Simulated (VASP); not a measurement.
Band structure of Tc (hcp). Calculation: r2SCAN meta-GGA, VASP's PBE PAW potentials (set 64) (plane waves; VASP).

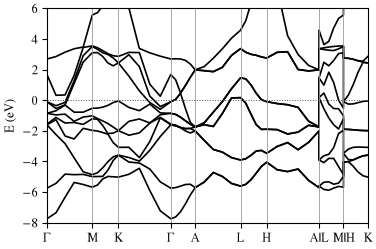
Bands along high-symmetry lines, zero at the valence-band maximum or, without a gap, the Fermi level

Read the plot: is there a gap, and where are the band edges?

It has no gap at this level: it comes out as a metal or semimetal.

The compound is Tc in the hcp structure. It was relaxed first.
